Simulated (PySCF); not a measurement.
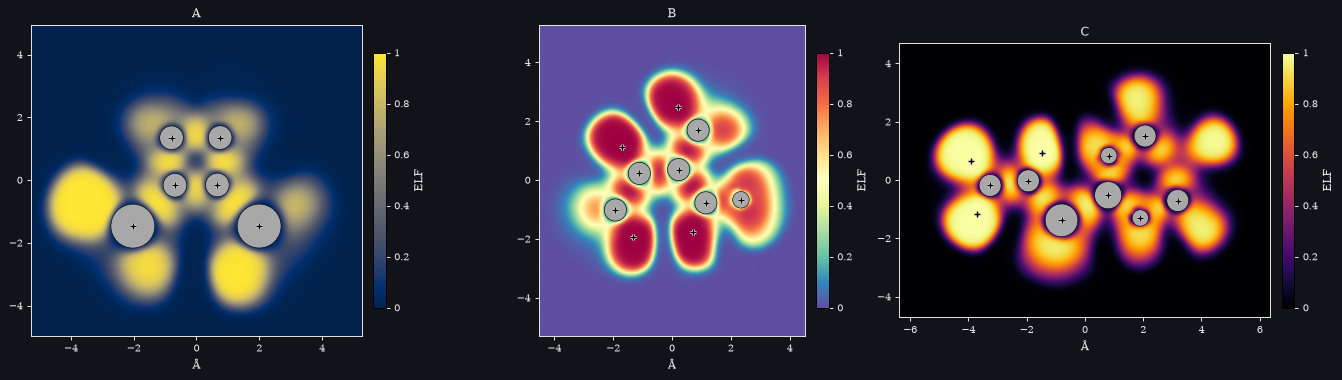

The ELF of 3 systems, each on a plane through atoms (crosses mark nuclei in the plane; grey discs cover the cores).

Level of theory: PBE0/pcSseg-1, SCF density, gas phase, non-relativistic (PySCF).

System 1: C5H9ClOSi (SMILES C/C=C(\C=O)C[SiH2]Cl), the plane of atoms C2, C3 and C4. Geometry: GFN2-xTB.

| atom | x (Å) | y (Å) | z (Å) |
| --- | --- | --- | --- |
| C | 2.1170 | -1.4501 | 0.0176 |
| C | 1.0272 | -0.6304 | -0.5740 |
| C | 0.3460 | 0.3867 | -0.0249 |
| C | 0.5917 | 0.8945 | 1.3226 |
| O | -0.1327 | 1.6784 | 1.8910 |
| C | -0.7959 | 1.0455 | -0.7342 |
| Si | -2.4696 | 0.4369 | -0.0349 |
| Cl | -2.4203 | -1.5839 | -0.1182 |
| H | 2.9661 | -1.4780 | -0.6654 |
| H | 2.4513 | -1.0870 | 0.9835 |
| H | 1.7648 | -2.4757 | 0.1359 |
| H | 0.7415 | -0.9386 | -1.5739 |
| H | 1.5074 | 0.5263 | 1.8180 |
| H | -0.7412 | 0.8425 | -1.8040 |
| H | -0.7313 | 2.1236 | -0.5917 |
| H | -3.5395 | 0.8953 | -0.9207 |
| H | -2.6895 | 0.8260 | 1.3480 |

System 2: C5H9BO2S, the plane of atoms S3, B4 and O5. Geometry: GFN2-xTB.

```csv
atom,x (Å),y (Å),z (Å)
C,3.9098,0.6801,0.9123
C,2.6658,0.3955,0.5706
S,1.9246,-1.1883,0.8428
B,0.2543,-0.9350,0.1711
O,-0.5858,-1.9940,0.2328
C,-1.9107,-1.8687,-0.2516
C,-2.3979,-0.4233,-0.1663
C,-1.3801,0.4798,-0.8594
O,-0.0759,0.2770,-0.3460
H,4.3242,1.6564,0.7293
H,4.5470,-0.0489,1.3797
H,2.0057,1.1063,0.1022
H,-1.9315,-2.2183,-1.2916
H,-2.5323,-2.5329,0.3558
H,-2.4716,-0.1349,0.8844
H,-3.3753,-0.3216,-0.6356
H,-1.3611,0.2755,-1.9373
H,-1.6179,1.5368,-0.7047
```

System 3: C6H10OSi2, the plane of atoms C4, C5 and C7. Geometry: GFN2-xTB.

| atom | x (Å) | y (Å) | z (Å) |
| --- | --- | --- | --- |
| O | -1.9545 | 2.4362 | 0.0093 |
| C | -0.8628 | 1.9509 | 0.0770 |
| C | 0.3672 | 1.9884 | -0.8069 |
| C | 1.0635 | 1.0195 | 0.1740 |
| C | 0.7044 | -0.4242 | -0.1039 |
| Si | 1.4778 | -1.6850 | -1.2466 |
| C | -0.3892 | -0.3972 | 0.6888 |
| Si | -1.7876 | -1.5725 | 1.1014 |
| C | -0.1840 | 1.0519 | 1.0914 |
| H | 0.2415 | 1.6382 | -1.8293 |
| H | 0.8037 | 2.9862 | -0.8251 |
| H | 2.0669 | 1.2675 | 0.5060 |
| H | 2.6179 | -2.3109 | -0.5711 |
| H | 1.9554 | -0.9791 | -2.4404 |
| H | 0.4721 | -2.6837 | -1.6046 |
| H | -2.7473 | -1.5923 | -0.0037 |
| H | -1.2143 | -2.9047 | 1.3042 |
| H | -2.4265 | -1.0989 | 2.3295 |
| H | -0.2143 | 1.3191 | 2.1425 |

> Match each panel to its system.

Panel A is system 3, C6H10OSi2: the plane holds C and Si. C–C (1.35 Å): the ELF peaks at about 0.90 between the atoms: localised, covalent bonding. Panel B is system 1, C5H9ClOSi: the plane holds C, O and H. C–O (1.21 Å): the ELF peaks at about 0.85 between the atoms: a short, multiple covalent bond. Panel C is system 2, C5H9BO2S: the plane holds C, S, B, O and H. C–C (1.32 Å): the ELF peaks at about 0.95 between the atoms (a multiple bond).
